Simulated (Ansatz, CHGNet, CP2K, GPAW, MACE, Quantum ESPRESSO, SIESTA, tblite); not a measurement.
**GPAW runs on Σ3 (111)[11-2] symmetric tilt boundary in Na2S (72 atoms)**

Aim: run Σ3 (111)[11-2] symmetric tilt boundary in Na2S (72 atoms) in GPAW and see how near its forces come to a plane-wave reference, and at what cost.

Program: GPAW 26.7.0. Level of theory: the method is named at each step. Results are calculated unless marked as measured.

## Step 1: The structure

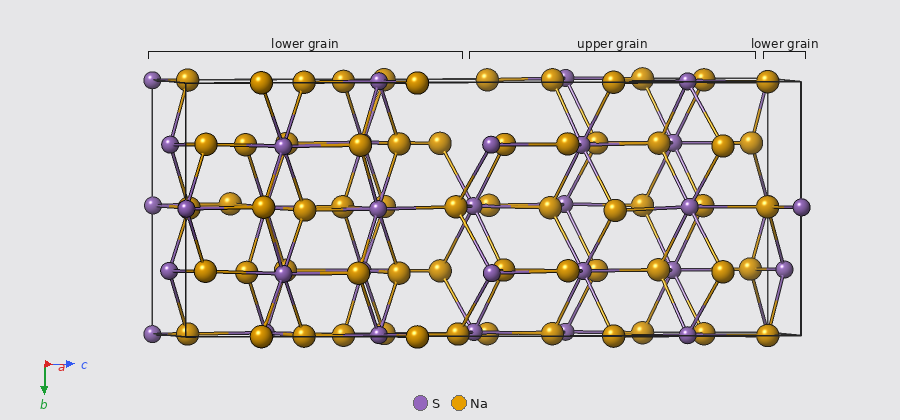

The starting structure, seen from the side, with the c axis across the page (sulfur purple, sodium orange). Some periodic images of atoms are drawn too.

The cell holds 72 atoms: 24 S and 48 Na. Its edges and angles: a = 8.010 Å, b = 9.249 Å, c = 22.675 Å, α = 90.0°, β = 90.0°, γ = 90.0°. It derives from Na2S (fluorite-type). Antifluorite-type Na2S (a = 6.54 Å); two grains mirrored in (111), tilt axis [11-2]; 1 x 2 boundary periods, 1 lattice periods a grain, two boundaries a cell, upper grain shifted by [0.404, 0] of the boundary cell and opened by 0.01 Å, no atom removed; not relaxed, displaced by a Gaussian of 0.02 Å. Then every atom was moved at random, 0.03 Å r.m.s. a Cartesian component. Regions: lower grain, 36 atoms (12 S and 24 Na); upper grain, 36 atoms (12 S and 24 Na). The structure's axis is c.

The yardstick, on the same geometry:

| Property | Result |
| --- | --- |
| method | Kohn-Sham DFT, PBE, PAW, plane waves (Ansatz 0.2.0); cutoff 420 eV, Γ point, fermi-dirac smearing of 0.05 eV; PAW set soft_2 |
| r.m.s. force component | 0.5607 eV/Å |
| longest force | 2.847 eV/Å |
| pressure | 1.154 GPa |
| gap (highest filled to lowest empty level) | 2.208 eV |
| SCF cycles | 8 |
| time | 8.8 s on 8 threads of Arm Neoverse V2, shared host |
| CPU time | 64 s |

## Step 2: PBE, LCAO dzp, h 0.2 Å

Method: Kohn-Sham DFT, PBE, PAW, atomic orbitals (dzp).

run.py reads:

```python
import numpy as np
from ase.io import read
from gpaw import GPAW, FermiDirac

atoms = read("structure.xyz")
atoms.calc = GPAW(
    mode="lcao",
    basis="dzp",
    h=0.2,
    xc="PBE",
    kpts={"size": (1, 1, 1), "gamma": True},
    occupations=FermiDirac(0.05),
    maxiter=200,
    symmetry={"point_group": False},
    txt="gpaw.txt",
)
energy = atoms.get_potential_energy(force_consistent=True)
forces = atoms.get_forces()
print(f"energy {energy:.6f} eV")
print("forces (eV/A)")
for i, (a, f) in enumerate(zip(atoms, forces)):
    print(f"{i:4d} {a.symbol:2s} {f[0]:10.5f} {f[1]:10.5f} {f[2]:10.5f}")
print(f"Fermi level {atoms.calc.get_fermi_level():.4f} eV")
for k in range(len(atoms.calc.get_ibz_k_points())):
    for s in range(atoms.calc.get_number_of_spins()):
        e = atoms.calc.get_eigenvalues(kpt=k, spin=s)
        n = np.searchsorted(e, atoms.calc.get_fermi_level())
        print(f"k {k} spin {s} levels about the Fermi level:", np.round(e[max(n - 6, 0):n], 4).tolist(), "|", np.round(e[n:n + 6], 4).tolist())
```

structure.xyz reads:

```xyz
72
Lattice="8.00983 0.00000 0.00000 0.00000 9.24896 0.00000 0.00000 0.00000 22.67522" Properties=species:S:1:pos:R:3 pbc="T T T"
S 3.95069 2.30438 0.03424
Na 4.01645 2.31400 2.80107
Na 4.01853 2.29652 8.46285
S 6.65008 2.33388 3.78858
Na 6.67003 2.29800 6.62774
Na 6.74644 2.25212 0.92311
S 0.04069 0.01887 22.65300
Na 7.93886 9.24554 2.78361
Na 7.99589 0.01822 8.52611
S 2.71910 9.18301 3.74980
Na 2.66535 0.03505 6.61754
Na 2.58838 9.22436 0.88728
S 5.30731 9.23842 7.51888
Na 5.37051 9.20808 10.42539
Na 5.29690 0.02127 4.76406
S 4.12867 6.90250 22.64461
Na 3.98745 6.96521 2.85050
Na 4.02198 7.00461 8.45695
S 6.61716 6.98028 3.79765
Na 6.60843 6.96400 6.56720
Na 6.71552 6.87688 0.90769
S 0.00569 4.57972 0.00658
Na 0.00833 4.52801 2.85436
Na 0.07697 4.63549 8.52157
S 2.68578 4.62411 3.74413
Na 2.64909 4.60293 6.59191
Na 2.64340 4.63604 0.93172
S 5.34111 4.64742 7.48169
Na 5.34216 4.57204 10.35600
Na 5.34095 4.67470 4.77994
S 1.30200 2.27719 7.54223
Na 1.37425 2.32195 10.37505
Na 1.35687 2.31104 4.73232
S 1.31938 6.94070 7.52681
Na 1.42919 6.96493 10.37301
Na 1.31674 6.93746 4.68697
S 7.27805 2.28311 11.35598
Na 7.28766 2.34933 19.89615
Na 7.25010 2.26045 14.18131
S 2.01215 2.31261 18.87304
Na 1.88607 2.31585 16.07741
Na 1.91972 2.32713 21.76640
S 3.25880 9.16637 11.32967
Na 3.26881 0.00120 19.81179
Na 3.21362 9.23657 14.23482
S 5.90477 0.01378 18.80411
Na 5.91694 0.03820 16.07673
Na 5.91974 0.03126 21.75642
S 0.63414 9.21002 15.11213
Na 0.56782 0.02423 12.24190
Na 0.58672 0.00185 17.96082
S 7.22927 6.96262 11.38591
Na 7.25258 6.93385 19.90091
Na 7.24769 6.88298 14.19378
S 1.85612 6.94948 18.86941
Na 1.90217 6.95753 16.06743
[... 12 atom lines left out ...]
Na 4.59115 2.28338 17.94948
S 4.52395 6.93459 15.16111
Na 4.59884 6.89122 12.22875
Na 4.56905 6.89427 17.93723
```

Started as:

```bash
> OMP_NUM_THREADS=1 python run.py > output.txt
```

What it wrote:

```text
energy -227.460963 eV
forces (eV/A)
   0 S     2.84622   -0.08439    0.81642
   1 Na   -0.00001   -0.02818    0.06296
   2 Na   -0.10541    0.03925   -0.02858
   3 S     0.09900   -0.13311    0.01862
   4 Na    0.00479    0.05052   -0.06295
   5 Na   -0.06184    0.19715    0.26314
   6 S     1.89700   -0.19198    0.45889
   7 Na    0.11008   -0.00289    0.20885
   8 Na   -0.09487   -0.10604   -0.07646
   9 S    -0.41960    0.28717    0.05164
  10 Na   -0.08215   -0.15853   -0.07158
  11 Na    0.44954   -0.00526    0.35486
  12 S     0.18829    0.17133    0.24542
  13 Na    2.29026    0.04744   -0.85978
  14 Na    0.08011    0.01945   -0.18485
  15 S     1.04285    0.03160    0.28106
  16 Na    0.13968   -0.12731   -0.12555
  17 Na   -0.15233   -0.15354   -0.01922
  18 S     0.25493   -0.12689   -0.15416
  19 Na    0.21284   -0.02101    0.09849
  20 Na    0.13512    0.06547    0.33082
  21 S     1.51859    0.07037    0.29038
  22 Na   -0.04813    0.21569   -0.00381
  23 Na   -0.23106    0.04996   -0.12023
[...]
64 Na   -0.06569    0.07045    0.06867
  65 Na   -0.23503   -0.00695   -0.06692
  66 S    -0.20612   -0.05956    0.05059
  67 Na   -0.28578   -0.10415    0.30519
  68 Na    0.11493    0.10894   -0.10375
  69 S     0.24839    0.01225   -0.12419
  70 Na   -0.19570    0.02497    0.35864
  71 Na   -0.00009    0.08483    0.10854
Fermi level 1.6097 eV
k 0 spin 0 levels about the Fermi level: [0.3747, 0.3925, 0.4029, 0.4511, 0.4639, 0.4854] | [2.6802, 3.3048, 3.6325, 4.3662, 4.4792, 4.5004]
```

gpaw.txt:

```text
Input parameters:
  mode=LCAO(),
  basis={'default': 'dzp'},
  h=0.2,
  kpts=MonkhorstPack(size=(1, 1, 1), gamma=True),
  maxiter=200,
  occupations=Occupations(name='fermi-dirac', width=0.05, fixmagmom=False),
  symmetry=Symmetry(point_group=False),
  xc=XC(name='PBE')
Unit cell  # Å
| periodic |        x |        y |         z |   lengths |    angles |
|----------|----------|----------|-----------|-----------|-----------|
|      yes | 8.009830 | 0.000000 |  0.000000 |  8.009830 | 90.000000 |
|      yes | 0.000000 | 9.248960 |  0.000000 |  9.248960 | 90.000000 |
|      yes | 0.000000 | 0.000000 | 22.675220 | 22.675220 | 90.000000 |
Number of symmetries: 1
Symmetry operations  # r_c * U_cc + t_c -> r_c
|   | kind |            matrix            |
|---|------|------------------------------|
| 0 |  E   |  1, 0, 0,  0, 1, 0,  0, 0, 1 |
BZ-sampling:
  Number of BZ points: 1
  Number of IBZ points: 1
  Monkhorst-Pack size: [1, 1, 1]
  Monkhorst-Pack shift: [0, 0, 0]
[... lines left out ...]
      Number of RI-basis functions 0
Reference energy: -472676.181429  # eV
eigensolver:
density mixing:
  MSR1-Mixer
occupation numbers:
  Fermi-Dirac:
    width: 0.0500  # eV
FastPoissonSolver using
    Stencil: 6*3+1=19 point O(h^6) finite-difference Laplacian
xc functional:
  name: PBE with 2 nearest neighbor stencil
interpolation: tri-quintic # 5. degree polynomial
Initialization done in: 12.850 s
convergence criteria:
- Maximum [total energy] change in last 3 cyles: 0.0005 eV / valence electron
- Maximum integral of absolute [dens]ity change: 0.0001 electrons / valence electron
- Maximum integral of absolute [eigenst]ate change: 4e-08 eV^2 / valence electron
maximum number of iterations: 200
SCF iterations
|iter     |      energy | eigst |  dens |
|---------|-------------|-------|-------|
|iter:   1| -232.595647 |      c|       |
|iter:   2| -231.295559 |      c| -1.22 |
|iter:   3| -227.296680 |      c| -1.25 |
|iter:   4| -227.440188 |      c| -1.79 |
|iter:   5| -227.460606c|      c| -2.24 |
|iter:   6| -227.460999c|      c| -3.42 |
|iter:   7| -227.460956c|      c| -3.72 |
|iter:   8| -227.460963c|      c| -4.02c|
Converged in 8 steps
SCF loop duration: 419.737 s (52.467 s/step)
Energy contributions relative to reference atoms: (reference = -472676.181429)
Energy contributions:
  Kinetic:         404.027188
  Coulomb:        -364.637835
  Zero:              1.589616
  External:          0.000000
  Xc:             -268.439932
  Entropy:          -0.000000
  Spinorbit:         0.000000
  ----------------------------
  Free energy:    -227.460963
  Extrapolated:   -227.460963
dipole moment: (-59.875709, 18.783611, -0.346909)  # |e|*Ang
Fermi level: 1.610
Eigenvalues  # (at kpt = [0.000, 0.000, 0.000])
| band index |      eig [eV] | occ [0-2] |
|------------|---------------|-----------|
|          0 |       -22.598 |     2.000 |
|        ... |               |           |
|        232 |         0.337 |     2.000 |
|        233 |         0.338 |     2.000 |
[...]
|        247 |         4.787 |     0.000 |
|        ... |               |           |
|        291 |         7.580 |     0.000 |
Gap: 2.195 eV
Transition (v -> c):
  (s=0, k=0, n=239, [0.00, 0.00, 0.00]) -> (s=0, k=0, n=240, [0.00, 0.00, 0.00])
No difference between direct/indirect transitions
Force computation time: 134.512  # s
timing:  # [seconds]
  Total:  567.134  # ━━━━━━━━━━━━━━━━━━━━━━━━━━━━━━━━━━━━━━━━━━━━━━━━━━━━━━━━
  Init:    12.850  # ━╸
  SCF:    419.737  # ━━━━━━━━━━━━━━━━━━━━━━━━━━━━━━━━━━━━━━━━━╸
  Forces: 134.514  # ━━━━━━━━━━━━━╸
```

It took 9.5 min on 1 thread of Arm Neoverse V2, shared host; peak memory 2.6 GiB.

Banners, paths, timers and routine set-up lines are dropped from the logs unmarked, and long logs keep their key lines alone; longer cuts are marked.

Compared with the plane-wave run:

```
r.m.s. force component                           : 0.599 eV/Å
r.m.s. difference of force components            : 41.17 meV/Å
longest difference of force vectors              : 190.6 meV/Å
force difference over r.m.s. force               : 7.342 %
slope of forces against the reference's          : 1.068
correlation of force components                  : 0.9997
gap (highest filled to lowest empty level) : 2.195 eV
gap difference                                   : -0.0137 eV
```

Length of the force difference by element (eV/Å):

| element | atoms | mean | most |
| --- | --- | --- | --- |
| Na | 48 | 0.037 | 0.19 |
| S | 24 | 0.069 | 0.16 |

Levels nearest the highest filled one (eV from it): -0.11, -0.09, -0.08, -0.03, -0.02, 0.00, 2.19, 2.82, 3.15, 3.88, 3.99, 4.01.

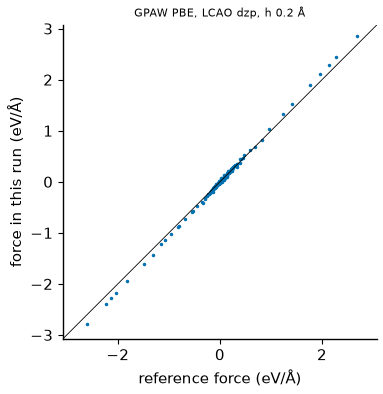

Force components against those of the reference; the line marks equality.

A closer look about Na42, which bears the longest force: 10 atoms, nearest first, numbered in the order of the input, with positions taken from that point.

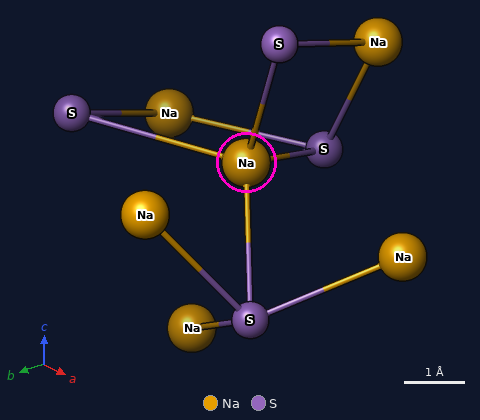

The atoms of the table, within 3.3 Å (arrows a, b, c point along x, y, z); some may hide others; the central atom is ringed.

| atom | x | y | z | distance (Å) | bonds | Fx | Fy | Fz (eV/Å) |
| --- | --- | --- | --- | --- | --- | --- | --- | --- |
| Na42 | 0.00 | 0.00 | 0.00 | 0.00 | 4 | -2.78 | 0.01 | -1.23 |
| S1 | 2.03 | -0.02 | 0.94 | 2.24 | 7 | 2.85 | -0.08 | 0.82 |
| S40 | 0.09 | -0.01 | -2.89 | 2.89 | 8 | -0.47 | -0.09 | 0.21 |
| Na12 | 0.67 | -2.35 | 1.80 | 3.03 | 4 | 0.45 | -0.01 | 0.35 |
| Na27 | 0.72 | 2.31 | 1.84 | 3.04 | 4 | 0.24 | 0.01 | 0.24 |
| S22 | -1.91 | 2.25 | 0.92 | 3.09 | 7 | 1.52 | 0.07 | 0.29 |
| S7 | -1.88 | -2.31 | 0.89 | 3.11 | 7 | 1.90 | -0.19 | 0.46 |
| Na38 | -2.64 | 0.02 | -1.87 | 3.24 | 3 | 0.08 | -0.04 | -0.18 |
| Na59 | 1.26 | 2.26 | -1.98 | 3.26 | 3 | 0.28 | 0.14 | 0.00 |
| Na44 | 1.35 | -2.33 | -1.95 | 3.32 | 3 | 0.09 | -0.05 | -0.05 |

Atoms are counted from 1 here, from 0 in the log.

Forces lie 7.3 % from the reference's, at 8.9 times its CPU time (on 1 against 8 cores).

## Step 3: PBE, LCAO sz(dzp), h 0.2 Å

Method: Kohn-Sham DFT, PBE, PAW, atomic orbitals (sz(dzp)).

Changes to run.py since step 2:

```diff
@@ -7,3 +7,3 @@
     mode="lcao",
-    basis="dzp",
+    basis="sz(dzp)",
     h=0.2,
```

structure.xyz is that of step 2.

What it wrote:

```text
energy -216.224047 eV
forces (eV/A)
   0 S     3.06742   -0.09296    0.91440
   1 Na    0.03464   -0.02820    0.03725
   2 Na   -0.12236    0.04123    0.01333
   3 S     0.09949   -0.14241    0.03352
   4 Na    0.02829    0.05963   -0.08623
   5 Na   -0.09679    0.21115    0.25027
   6 S     2.06121   -0.21166    0.52247
   7 Na    0.12170   -0.00161    0.21142
   8 Na   -0.11584   -0.12178   -0.03612
   9 S    -0.43734    0.31193    0.05649
  10 Na   -0.08452   -0.16695   -0.09205
  11 Na    0.43095   -0.01204    0.35004
[...]
67 Na   -0.26457   -0.12200    0.30069
  68 Na    0.10989    0.11172   -0.13916
  69 S     0.26195    0.01728   -0.12923
  70 Na   -0.17693    0.02582    0.36852
  71 Na   -0.01146    0.09365    0.11331
Fermi level 1.8535 eV
k 0 spin 0 levels about the Fermi level: [0.6608, 0.6698, 0.6883, 0.7485, 0.778, 0.7961] | [2.8672, 3.5354, 3.7981, 4.7874, 4.8272, 4.8864]
```

gpaw.txt:

```text
Input parameters:
  mode=LCAO(),
  basis={'default': 'sz(dzp)'},
  h=0.2,
  kpts=MonkhorstPack(size=(1, 1, 1), gamma=True),
  maxiter=200,
  occupations=Occupations(name='fermi-dirac', width=0.05, fixmagmom=False),
  symmetry=Symmetry(point_group=False),
  xc=XC(name='PBE')
[... lines left out ...]
  Fermi-Dirac:
[... lines left out ...]
convergence criteria:
- Maximum [total energy] change in last 3 cyles: 0.0005 eV / valence electron
[... lines left out ...]
Converged in 7 steps
[... lines left out ...]
  Free energy:    -216.224047
[... lines left out ...]
Fermi level: 1.853
[... lines left out ...]
|          0 |       -22.677 |     2.000 |
|        ... |               |           |
|        232 |         0.560 |     2.000 |
|        233 |         0.562 |     2.000 |
[...]
|        247 |         5.183 |     0.000 |
|        ... |               |           |
|        291 |         8.277 |     0.000 |
Gap: 2.071 eV
Transition (v -> c):
  (s=0, k=0, n=239, [0.00, 0.00, 0.00]) -> (s=0, k=0, n=240, [0.00, 0.00, 0.00])
No difference between direct/indirect transitions
Force computation time: 48.854  # s
timing:  # [seconds]
  Total:  196.923  # ━━━━━━━━━━━━━━━━━━━━━━━━━━━━━━━━━━━━━━━━━━━━━━━━━━━━━━━━
  Init:     8.964  # ━━╸
  SCF:    139.033  # ━━━━━━━━━━━━━━━━━━━━━━━━━━━━━━━━━━━━━━━╸
  Forces:  48.854  # ━━━━━━━━━━━━━━
```

Wall time 3.3 min (1 thread); peak memory 2.1 GiB.

Compared with the plane-wave run:

| Quantity | Value |
| --- | --- |
| r.m.s. force component | 0.6467 eV/Å |
| r.m.s. difference of force components | 88.4 meV/Å |
| longest difference of force vectors | 419.4 meV/Å |
| force difference over r.m.s. force | 15.77 % |
| slope of forces against the reference's | 1.153 |
| correlation of force components | 0.9994 |
| gap (highest filled to lowest empty level) | 2.071 eV |
| gap difference | -0.1374 eV |

This is a coarse setting, run to see what it loses.

Against the first run (7.3 %), the force difference from the reference is 16 %, at 0.35 times the CPU time, with 432 basis functions against 1128: the smaller basis costs accuracy.

(Part 1 of 2 ends here.)

[Also dropped from logs without a mark: logging warnings of Python, and SIESTA's first energy breakdown and zero terms.]

[Logs are printed without paths, hosts, clocks, repeated set-up lines and the standing remarks that a program may print on its own settings, such as how far it seeks lower states.]

[Hosts, paths, dates, database ids (printed as entryN), source tags and the programs' standing remarks are cut or masked in the printed files.]
